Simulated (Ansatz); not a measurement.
# Rh (fcc, Cu type), energy over volume and axial ratio

Rh (fcc, Cu type)

```
Rh
1.0
    0.00000     1.90000     1.90000
    1.90000     0.00000     1.90000
    1.90000     1.90000     0.00000
Rh
1
Cartesian
  0.00000   0.00000   0.00000
```

Grid over V/V₀ and (c/a)/(c/a)₀, subscript 0 meaning the relaxed cell; the conventional c axis lies along z; no internal relaxation.

Method: r2SCAN (plane waves to 500 eV, PAW, scalar-relativistic; Ansatz, a quantum-chemistry and plane-wave program). k mesh 21×21×21 (Γ-centred), Fermi-Dirac smearing 0.05 eV. E stands for the smeared free energy. With partly filled bands, the response to shear is sensitive to the k mesh, so small differences along c/a are uncertain. Rh is run without spin polarisation. Rh was relaxed with its symmetry unable to fall. ΔE is measured from the relaxed starting cell.

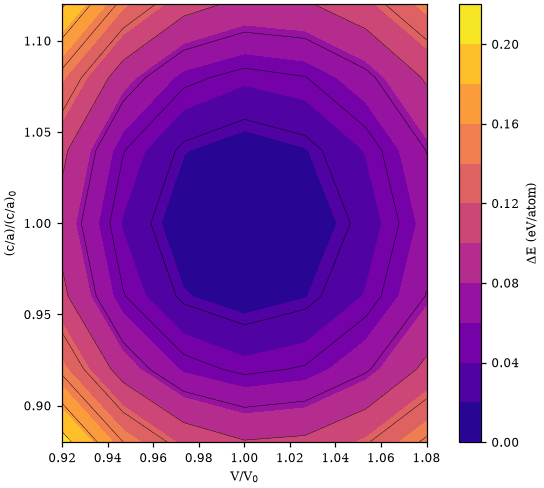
Fig. 1. ΔE (eV/atom) over the 7×7 grid of computed points.

Highest place on the grid: V/V₀ = 0.920, (c/a)/(c/a)₀ = 0.880 (209 meV/atom). Lowest place on the grid: V/V₀ = 1.000, (c/a)/(c/a)₀ = 1.000 (0 meV/atom).

(Under strain, the slope of the energy per volume gives the stress and its curvature an elastic modulus.)
